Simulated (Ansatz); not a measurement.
Molecular dynamics, with input and output: Al₂H₄O

System: Al₂H₄O.
Method: RKS PBE-d3bj/def2-SVP (Ansatz 0.2.0).

The geometry comes from this level: PBE0-D4/def2-TZVP. Figures and captions count atoms from 1; the log counts them from 0 in places.

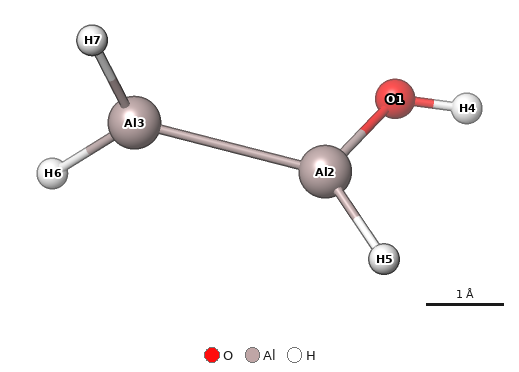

*The starting structure (ball-and-stick view, seen at a tilt; atoms are numbered from 1 in the order of the input). Sticks mark near contacts.*

## Input
```yaml
crystal:
  periodic: [false, false, false]
  atoms:
    - {symbol: O, position_ang: [-1.761142, -0.901764, -0.372930]}
    - {symbol: Al, position_ang: [-0.424051, 0.060226, -0.815782]}
    - {symbol: Al, position_ang: [1.332174, 0.339367, 1.062632]}
    - {symbol: H, position_ang: [-2.486374, -1.090704, -0.967632]}
    - {symbol: H, position_ang: [-0.413066, 0.659674, -2.297365]}
    - {symbol: H, position_ang: [2.554984, -0.670254, 1.230417]}
    - {symbol: H, position_ang: [1.258574, 1.535355, 2.114761]}
basis:
  gaussian: {orbitals: def2-SVP}
hamiltonian: {xc: {name: PBE}, dispersion: d3bj}
md: {timestep: 1 fs, n_steps: 20, ensemble: nvt_langevin, temperature: 500, initial_velocities: maxwell_boltzmann, friction: 0.01, seed: 287}
```

Run on 2 threads of Arm Neoverse V2, 23 GiB of memory available, shared host.

Command:
```bash
ansatz run in.yaml --threads 2 --pin off --events-out ev --progress --plain --max-ram 4352MiB
```

## The program's output
```
Functional definition: PBE
  name "PBE"
  cite "Perdew, Burke & Ernzerhof, Phys. Rev. Lett. 77, 3865 (1996) doi:10.1103/PhysRevLett.77.3865"
  parent pbe
  parameter kappa = 0.804
  parameter beta = 0.06672455060314922
  exchange = pbe_x(kappa = kappa, mu = beta*pi^2/3)
  correlation = pbe_c(beta = beta)
761 factors; their error is unknown
mean field evaluation 1: about -15283.4945 eV, gradient 6.0e1 eV
mean field evaluation 2: about -15151.9830 eV, gradient 1.8e2 eV
mean field evaluation 4: about -15290.2752 eV, gradient 9.1e0 eV
mean field evaluation 8: about -15290.6348 eV, gradient 1.0e-1 eV
mean field evaluation 16: about -15290.6348 eV, gradient 1.7e-5 eV
mean field -15290.63484368 eV, -561.9204661408 hartree, gradient 1.7e-5 eV, S^2 0.000000; 0 other end points of the search recorded, 0 dependent functions left out
the calculation of the forces begins
reference -15290.63488738 eV, -561.9204677465 hartree; 19, 19 occupied and 51, 51 virtual orbitals, 761 factors
md step     0: t =     0.00 fs  T =   428.6 K  F+E_penalty+E_count = -15290.72769632 eV  E_kin = 0.387780 eV  (25 SCF iters)
these checks for a lower state are left out or cut short: starts, cluster_reference, orbital_swaps, neighbouring_geometries, increment
761 factors; their error is unknown
mean field -15290.62371765 eV, -561.9200572666 hartree, gradient 2.1e-5 eV, S^2 0.000000; 0 other end points of the search recorded, 0 dependent functions left out
[... from here on the field's lines of each further geometry are left out, up to the last ...]
md step     1: t =     1.00 fs  T =   390.7 K  F+E_penalty+E_count = -15290.71650488 eV  E_kin = 0.353505 eV  (26 SCF iters, 3 dispersion substeps)
md step     2: t =     2.00 fs  T =   351.2 K  F+E_penalty+E_count = -15290.66437617 eV  E_kin = 0.317809 eV  (26 SCF iters, 3 dispersion substeps)
md step     3: t =     3.00 fs  T =   280.8 K  F+E_penalty+E_count = -15290.61946595 eV  E_kin = 0.254090 eV  (26 SCF iters, 3 dispersion substeps)
md step     4: t =     4.00 fs  T =   239.4 K  F+E_penalty+E_count = -15290.61177950 eV  E_kin = 0.216648 eV  (25 SCF iters, 3 dispersion substeps)
md step     5: t =     5.00 fs  T =   253.8 K  F+E_penalty+E_count = -15290.62391102 eV  E_kin = 0.229627 eV  (26 SCF iters, 3 dispersion substeps)
md step     6: t =     6.00 fs  T =   228.8 K  F+E_penalty+E_count = -15290.62328307 eV  E_kin = 0.207063 eV  (26 SCF iters, 3 dispersion substeps)
md step     7: t =     7.00 fs  T =   226.9 K  F+E_penalty+E_count = -15290.60675450 eV  E_kin = 0.205329 eV  (25 SCF iters, 3 dispersion substeps)
md step     8: t =     8.00 fs  T =   259.8 K  F+E_penalty+E_count = -15290.61484097 eV  E_kin = 0.235035 eV  (26 SCF iters, 3 dispersion substeps)
md step     9: t =     9.00 fs  T =   264.9 K  F+E_penalty+E_count = -15290.64040347 eV  E_kin = 0.239662 eV  (26 SCF iters, 3 dispersion substeps)
md step    10: t =    10.00 fs  T =   251.3 K  F+E_penalty+E_count = -15290.63234750 eV  E_kin = 0.227361 eV  (26 SCF iters, 3 dispersion substeps)
md step    11: t =    11.00 fs  T =   237.7 K  F+E_penalty+E_count = -15290.60096680 eV  E_kin = 0.215047 eV  (27 SCF iters, 3 dispersion substeps)
md step    12: t =    12.00 fs  T =   204.0 K  F+E_penalty+E_count = -15290.58655520 eV  E_kin = 0.184590 eV  (27 SCF iters, 3 dispersion substeps)
md step    13: t =    13.00 fs  T =   207.0 K  F+E_penalty+E_count = -15290.59391588 eV  E_kin = 0.187325 eV  (27 SCF iters, 3 dispersion substeps)
md step    14: t =    14.00 fs  T =   194.7 K  F+E_penalty+E_count = -15290.59813199 eV  E_kin = 0.176181 eV  (27 SCF iters, 3 dispersion substeps)
md step    15: t =    15.00 fs  T =   218.3 K  F+E_penalty+E_count = -15290.59077479 eV  E_kin = 0.197481 eV  (27 SCF iters, 3 dispersion substeps)
md step    16: t =    16.00 fs  T =   259.0 K  F+E_penalty+E_count = -15290.59591523 eV  E_kin = 0.234385 eV  (27 SCF iters, 3 dispersion substeps)
md step    17: t =    17.00 fs  T =   261.6 K  F+E_penalty+E_count = -15290.61295845 eV  E_kin = 0.236714 eV  (27 SCF iters, 3 dispersion substeps)
md step    18: t =    18.00 fs  T =   265.3 K  F+E_penalty+E_count = -15290.60816137 eV  E_kin = 0.240039 eV  (27 SCF iters, 3 dispersion substeps)
md step    19: t =    19.00 fs  T =   219.6 K  F+E_penalty+E_count = -15290.56984184 eV  E_kin = 0.198701 eV  (27 SCF iters, 3 dispersion substeps)
the calculation of the forces begins
reference -15290.43204666 eV, -561.9130134875 hartree; 19, 19 occupied and 51, 51 virtual orbitals, 761 factors
761 factors; their error is unknown
mean field evaluation 192: about -15290.4320 eV, gradient 1.7e-3 eV
mean field -15290.43200294 eV, -561.9130118811 hartree, gradient 1.1e-5 eV, S^2 0.000000; 1 other end points of the search recorded, 0 dependent functions left out
the calculation of the forces begins
reference -15290.43204666 eV, -561.9130134875 hartree; 19, 19 occupied and 51, 51 virtual orbitals, 761 factors
md step    20: t =    20.00 fs  T =   167.7 K  F+E_penalty+E_count = -15290.52436345 eV  E_kin = 0.151724 eV  (27 SCF iters, 3 dispersion substeps)
```

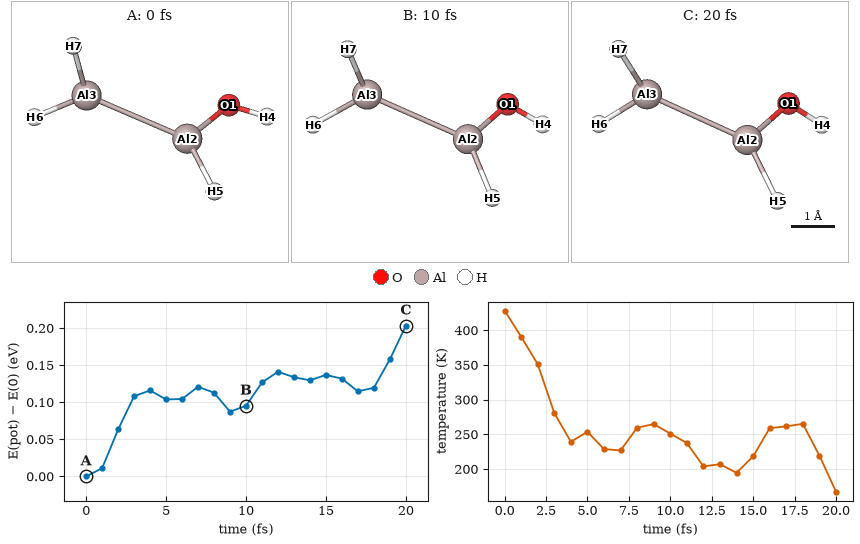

*Frames of the molecular dynamics (ball-and-stick, seen at a tilt) above the curves, on which the letters mark them.*

The trajectory kept here has 21 frames over 20 fs. The temperature starts at 429 K, ranges from 168 to 429 K and averages 226 K over the second half. The potential energy ends 0.203 eV above its first value. After an unweighted best fit of the last frame on the first, the root-mean-square displacement is 0.20 Å, and H7 has moved furthest (0.33 Å).

```
Total energy: -15290.52440717 eV, -561.9164076737 hartree
Atom 0 at    -1.744362    -0.968060    -0.267803 Å, force    -0.154682    -0.139864    -1.141468 eV/Å
Atom 1 at    -0.444835     0.108752    -0.826584 Å, force    -0.784038    -0.806599    -0.064798 eV/Å
Atom 2 at     1.368654     0.334410     1.020780 Å, force    -0.118093     1.246466     0.161016 eV/Å
Atom 3 at    -2.316364    -1.391643    -0.977171 Å, force     0.724203     0.671484     0.993531 eV/Å
Atom 4 at    -0.545618     0.383847    -2.452326 Å, force     0.195907     0.140772     0.441862 eV/Å
Atom 5 at     2.613733    -0.580173     0.875513 Å, force     0.542405    -0.692308    -0.059016 eV/Å
Atom 6 at     1.684164     1.523003     2.143922 Å, force    -0.405702    -0.419951    -0.331128 eV/Å
Dipole moment:    -0.149744    -0.032114    -0.167545 e Å
```

## Trajectory as extended XYZ (Å, eV, eV/Å), 21 frames, from step=0 to step=20
```
7
Properties=species:S:1:pos:R:3:forces:R:3 step=0 time_fs=0.0 energy=-15290.72770 temperature=428.6
O    -1.7611   -0.9018   -0.3729    0.0339  -0.2257   0.6134
Al   -0.4241    0.0602   -0.8158    0.5392   0.3101   0.0170
Al    1.3322    0.3394    1.0626   -0.1490  -0.0214  -0.1641
H    -2.4864   -1.0907   -0.9676   -0.5929  -0.1704  -0.4443
H    -0.4131    0.6597   -2.2974    0.0115   0.0829  -0.1909
H     2.5550   -0.6703    1.2304    0.1605  -0.1269   0.0287
H     1.2586    1.5354    2.1148   -0.0031   0.1515   0.1403
7
Properties=species:S:1:pos:R:3:forces:R:3 step=1 time_fs=1.0 energy=-15290.71651 temperature=390.7
O    -1.7531   -0.9035   -0.3669   -1.0676  -0.6060  -0.1250
Al   -0.4296    0.0621   -0.8148    0.7608   0.5622  -0.3364
Al    1.3323    0.3376    1.0613   -0.3886   0.4000  -0.0674
H    -2.4762   -1.1091   -0.9971    0.2988   0.0722   0.3333
H    -0.4091    0.6567   -2.3311   -0.0030  -0.0462   0.1432
H     2.5471   -0.6471    1.2020    0.4075  -0.3424   0.0665
H     1.2766    1.5526    2.1232   -0.0080  -0.0397  -0.0141
7
Properties=species:S:1:pos:R:3:forces:R:3 step=2 time_fs=2.0 energy=-15290.66438 temperature=351.2
O    -1.7459   -0.9050   -0.3603   -1.9175  -0.9556  -0.7404
Al   -0.4349    0.0636   -0.8137    0.9696   0.7698  -0.6034
Al    1.3328    0.3362    1.0601   -0.5401   0.7424   0.0429
H    -2.4647   -1.1296   -1.0236    0.9561   0.2913   0.9854
H    -0.4023    0.6520   -2.3593   -0.0210  -0.1375   0.3928
H     2.5466   -0.6297    1.1736    0.5694  -0.4816   0.0862
H     1.2965    1.5708    2.1326   -0.0166  -0.2288  -0.1634
7
Properties=species:S:1:pos:R:3:forces:R:3 step=3 time_fs=3.0 energy=-15290.61947 temperature=280.8
O    -1.7393   -0.9069   -0.3539   -2.2274  -1.1396  -0.9617
Al   -0.4395    0.0652   -0.8130    1.1475   0.9255  -0.7880
Al    1.3331    0.3354    1.0597   -0.5637   0.9473   0.1322
H    -2.4447   -1.1470   -1.0382    1.1103   0.3717   1.2228
H    -0.3937    0.6464   -2.3836   -0.0431  -0.2041   0.5834
H     2.5548   -0.6182    1.1453    0.6050  -0.5161   0.0906
H     1.3161    1.5875    2.1407   -0.0285  -0.3848  -0.2793
7
Properties=species:S:1:pos:R:3:forces:R:3 step=4 time_fs=4.0 energy=-15290.61178 temperature=239.4
O    -1.7338   -0.9093   -0.3487   -2.0290  -1.1250  -0.7716
Al   -0.4430    0.0672   -0.8131    1.2707   1.0137  -0.8731
Al    1.3329    0.3352    1.0594   -0.4509   0.9972   0.1833
H    -2.4149   -1.1603   -1.0406    0.8072   0.2897   1.0247
H    -0.3868    0.6396   -2.4007   -0.0629  -0.2405   0.6973
H     2.5708   -0.6124    1.1187    0.5090  -0.4495   0.0855
H     1.3353    1.5993    2.1452   -0.0441  -0.4856  -0.3461
7
Properties=species:S:1:pos:R:3:forces:R:3 step=5 time_fs=5.0 energy=-15290.62391 temperature=253.8
O    -1.7298   -0.9122   -0.3437   -1.4351  -0.9169  -0.2344
Al   -0.4457    0.0696   -0.8136    1.3343   1.0239  -0.8503
Al    1.3328    0.3353    1.0586   -0.2524   0.9364   0.1931
H    -2.3791   -1.1712   -1.0344    0.1661   0.0567   0.4557
H    -0.3800    0.6289   -2.4082   -0.0806  -0.2435   0.7231
H     2.5929   -0.6105    1.0944    0.3275  -0.3223   0.0797
H     1.3535    1.6063    2.1443   -0.0598  -0.5344  -0.3670
7
Properties=species:S:1:pos:R:3:forces:R:3 step=6 time_fs=6.0 energy=-15290.62328 temperature=228.8
O    -1.7277   -0.9159   -0.3385   -0.5627  -0.5344   0.5834
Al   -0.4480    0.0720   -0.8144    1.3361   0.9699  -0.7548
Al    1.3330    0.3362    1.0575   -0.0089   0.7975   0.1626
H    -2.3433   -1.1803   -1.0232   -0.6945  -0.3078  -0.4113
H    -0.3750    0.6143   -2.4094   -0.0936  -0.2247   0.6913
H     2.6179   -0.6138    1.0714    0.0935  -0.1579   0.0800
H     1.3698    1.6105    2.1381   -0.0699  -0.5425  -0.3512
7
Properties=species:S:1:pos:R:3:forces:R:3 step=7 time_fs=7.0 energy=-15290.60675 temperature=226.9
O    -1.7266   -0.9200   -0.3329    0.1823  -0.1555   1.2923
Al   -0.4498    0.0744   -0.8156    1.2782   0.8634  -0.6069
Al    1.3334    0.3374    1.0563    0.2503   0.6037   0.0965
H    -2.3161   -1.1912   -1.0129   -1.3784  -0.6377  -1.1657
H    -0.3760    0.5963   -2.4053   -0.0932  -0.1828   0.6030
H     2.6447   -0.6208    1.0514   -0.1599   0.0159   0.0834
H     1.3863    1.6092    2.1294   -0.0793  -0.5071  -0.3026
7
Properties=species:S:1:pos:R:3:forces:R:3 step=8 time_fs=8.0 energy=-15290.61484 temperature=259.8
O    -1.7249   -0.9246   -0.3265    0.2285  -0.0860   1.2419
Al   -0.4513    0.0773   -0.8170    1.1884   0.7180  -0.4153
Al    1.3345    0.3382    1.0546    0.4773   0.3801  -0.0163
H    -2.3050   -1.2065   -1.0112   -1.3397  -0.6439  -1.1422
H    -0.3792    0.5751   -2.3957   -0.0841  -0.1161   0.4495
H     2.6718   -0.6272    1.0310   -0.3844   0.1631   0.0904
H     1.4031    1.6010    2.1166   -0.0860  -0.4152  -0.2080
7
Properties=species:S:1:pos:R:3:forces:R:3 step=9 time_fs=9.0 energy=-15290.64040 temperature=264.9
O    -1.7228   -0.9290   -0.3192   -0.4306  -0.3858   0.3831
Al   -0.4525    0.0806   -0.8180    1.0797   0.5554  -0.2038
Al    1.3360    0.3385    1.0522    0.6516   0.1563  -0.1578
H    -2.3082   -1.2271   -1.0214   -0.5842  -0.2756  -0.2917
H    -0.3837    0.5543   -2.3827   -0.0689  -0.0368   0.2528
H     2.6956   -0.6327    1.0107   -0.5595   0.2722   0.1002
H     1.4202    1.5896    2.1006   -0.0880  -0.2858  -0.0828
7
Properties=species:S:1:pos:R:3:forces:R:3 step=10 time_fs=10.0 energy=-15290.63235 temperature=251.3
O    -1.7219   -0.9335   -0.3119   -1.1140  -0.7321  -0.5432
Al   -0.4537    0.0839   -0.8191    0.9447   0.3789   0.0311
Al    1.3380    0.3386    1.0502    0.7793  -0.0650  -0.3173
H    -2.3163   -1.2496   -1.0351    0.2168   0.1534   0.6294
H    -0.3936    0.5362   -2.3685   -0.0466   0.0460   0.0322
H     2.7148   -0.6378    0.9938   -0.6909   0.3478   0.1077
H     1.4398    1.5757    2.0846   -0.0894  -0.1289   0.0601
7
Properties=species:S:1:pos:R:3:forces:R:3 step=11 time_fs=11.0 energy=-15290.60097 temperature=237.7
O    -1.7224   -0.9380   -0.3054   -1.4228  -0.9035  -1.0906
Al   -0.4543    0.0871   -0.8204    0.7714   0.1741   0.3022
Al    1.3400    0.3386    1.0486    0.8538  -0.2599  -0.4864
H    -2.3209   -1.2727   -1.0418    0.6773   0.4343   1.1603
H    -0.4070    0.5170   -2.3547   -0.0204   0.1321  -0.2103
H     2.7280   -0.6398    0.9773   -0.7693   0.3826   0.1143
H     1.4620    1.5611    2.0694   -0.0900   0.0403   0.2104
7
Properties=species:S:1:pos:R:3:forces:R:3 step=12 time_fs=12.0 energy=-15290.58655 temperature=204.0
O    -1.7243   -0.9428   -0.3007   -1.2766  -0.8216  -1.1393
Al   -0.4540    0.0902   -0.8220    0.5718  -0.0531   0.6082
Al    1.3425    0.3379    1.0469    0.8616  -0.3688  -0.6237
H    -2.3185   -1.2911   -1.0358    0.7072   0.4847   1.1771
H    -0.4218    0.4959   -2.3419    0.0052   0.2192  -0.4702
H     2.7325   -0.6372    0.9606   -0.7770   0.3665   0.1198
H     1.4858    1.5495    2.0569   -0.0922   0.1731   0.3281
7
Properties=species:S:1:pos:R:3:forces:R:3 step=13 time_fs=13.0 energy=-15290.59392 temperature=207.0
O    -1.7275   -0.9477   -0.2972   -0.7397  -0.4851  -0.7435
Al   -0.4533    0.0930   -0.8238    0.3738  -0.2679   0.8892
Al    1.3456    0.3365    1.0451    0.8213  -0.3834  -0.7051
H    -2.3100   -1.2984   -1.0201    0.3500   0.2885   0.7345
H    -0.4387    0.4756   -2.3335    0.0251   0.2887  -0.6874
H     2.7299   -0.6321    0.9460   -0.7298   0.3123   0.1204
H     1.5104    1.5410    2.0492   -0.1006   0.2469   0.3920
7
Properties=species:S:1:pos:R:3:forces:R:3 step=14 time_fs=14.0 energy=-15290.59813 temperature=194.7
O    -1.7310   -0.9518   -0.2936    0.0359   0.0127  -0.0504
Al   -0.4524    0.0956   -0.8253    0.1903  -0.4426   1.0712
Al    1.3490    0.3353    1.0424    0.7608  -0.3271  -0.7215
H    -2.2986   -1.3012   -0.9989   -0.2548  -0.0738  -0.0090
H    -0.4543    0.4568   -2.3318    0.0385   0.3264  -0.8049
H     2.7231   -0.6265    0.9352   -0.6527   0.2386   0.1115
H     1.5355    1.5338    2.0480   -0.1180   0.2658   0.4030
7
Properties=species:S:1:pos:R:3:forces:R:3 step=15 time_fs=15.0 energy=-15290.59078 temperature=218.3
O    -1.7339   -0.9558   -0.2901    0.8014   0.5200   0.6488
Al   -0.4512    0.0985   -0.8264    0.0073  -0.5829   1.1229
Al    1.3525    0.3348    1.0393    0.6859  -0.1805  -0.6572
H    -2.2904   -1.3069   -0.9771   -0.8500  -0.4463  -0.7505
H    -0.4678    0.4395   -2.3376    0.0514   0.3338  -0.8038
H     2.7125   -0.6204    0.9257   -0.5466   0.1468   0.0957
H     1.5620    1.5294    2.0548   -0.1495   0.2092   0.3441
7
Properties=species:S:1:pos:R:3:forces:R:3 step=16 time_fs=16.0 energy=-15290.59591 temperature=259.0
O    -1.7367   -0.9594   -0.2865    1.1106   0.7481   0.8270
Al   -0.4497    0.1016   -0.8271   -0.1790  -0.6839   1.0159
Al    1.3561    0.3344    1.0358    0.5821   0.0808  -0.5061
H    -2.2899   -1.3184   -0.9653   -0.9942  -0.5466  -0.9546
H    -0.4819    0.4222   -2.3524    0.0709   0.3123  -0.6626
H     2.6962   -0.6129    0.9154   -0.3894   0.0198   0.0737
H     1.5920    1.5288    2.0698   -0.2009   0.0695   0.2067
7
Properties=species:S:1:pos:R:3:forces:R:3 step=17 time_fs=17.0 energy=-15290.61296 temperature=261.6
O    -1.7392   -0.9625   -0.2817    0.8609   0.6032   0.3808
Al   -0.4483    0.1038   -0.8274   -0.3538  -0.7473   0.7977
Al    1.3596    0.3341    1.0324    0.4406   0.3920  -0.3215
H    -2.2965   -1.3343   -0.9658   -0.6006  -0.2936  -0.5184
H    -0.4985    0.4058   -2.3733    0.0981   0.2756  -0.4281
H     2.6768   -0.6027    0.9056   -0.1830  -0.1422   0.0439
H     1.6207    1.5282    2.0901   -0.2623  -0.0878   0.0456
7
Properties=species:S:1:pos:R:3:forces:R:3 step=18 time_fs=18.0 energy=-15290.60816 temperature=265.3
O    -1.7414   -0.9651   -0.2763    0.3596   0.2658  -0.3417
Al   -0.4471    0.1058   -0.8273   -0.5189  -0.7870   0.5249
Al    1.3626    0.3343    1.0290    0.2558   0.7016  -0.1529
H    -2.3057   -1.3540   -0.9738    0.0253   0.1340   0.2015
H    -0.5176    0.3935   -2.3975    0.1321   0.2339  -0.1489
H     2.6558   -0.5902    0.8943    0.0648  -0.3326   0.0096
H     1.6452    1.5265    2.1099   -0.3186  -0.2157  -0.0925
7
Properties=species:S:1:pos:R:3:forces:R:3 step=19 time_fs=19.0 energy=-15290.56984 temperature=219.6
O    -1.7431   -0.9667   -0.2717   -0.0376  -0.0288  -0.9152
Al   -0.4459    0.1077   -0.8268   -0.6670  -0.8020   0.2087
Al    1.3655    0.3345    1.0253    0.0591   1.0014   0.0143
H    -2.3140   -1.3744   -0.9796    0.5251   0.5012   0.7757
H    -0.5345    0.3867   -2.4254    0.1684   0.1859   0.1655
H     2.6332   -0.5826    0.8839    0.3209  -0.5259  -0.0260
H     1.6677    1.5258    2.1277   -0.3689  -0.3318  -0.2229
7
Properties=species:S:1:pos:R:3:forces:R:3 step=20 time_fs=20.0 energy=-15290.52436 temperature=167.7
O    -1.7444   -0.9681   -0.2678   -0.1547  -0.1399  -1.1415
Al   -0.4448    0.1088   -0.8266   -0.7840  -0.8066  -0.0648
Al    1.3687    0.3344    1.0208   -0.1181   1.2465   0.1610
H    -2.3164   -1.3916   -0.9772    0.7242   0.6715   0.9935
H    -0.5456    0.3838   -2.4523    0.1959   0.1408   0.4419
H     2.6137   -0.5802    0.8755    0.5424  -0.6923  -0.0590
H     1.6842    1.5230    2.1439   -0.4057  -0.4200  -0.3311
```

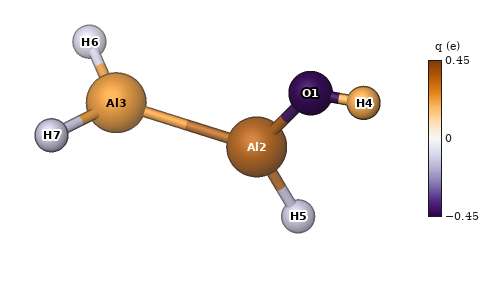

*Mulliken charges, as the colour of each atom (ball-and-stick view, seen at a tilt; atoms are numbered from 1 in the order of the input).*

By element: O −0.43, Al +0.25 to +0.37 and H −0.15 to +0.19 e.

## Results in brief

- outcome: finished
- mean temperature over the second half: 226 K
- trajectory: 20 steps, 20 fs
- ensemble: nvt_langevin
- temperature in the input: 500 K
- time step: 1 fs
- potential energy (last step): −15290.5244 eV
- mean-field energy (last step): −15290.4320 eV
- dispersion energy (last step): −0.0924 eV
- SCF solution under orbital rotations (last step): stable
- largest force (length of the vector) (last step): 1.401 eV/Å
- dipole moment (last step): 1.09 D
- wall time: 18 s (CPU time 33 s)
- peak memory: 0.33 GiB

## Notes

So short a trajectory is not equilibrated. The logged temperature at the start can lie below the typed one, since it is counted over all degrees of freedom. The temperature stays far from the 500 K of the thermostat over the second half: the run isn't equilibrated.
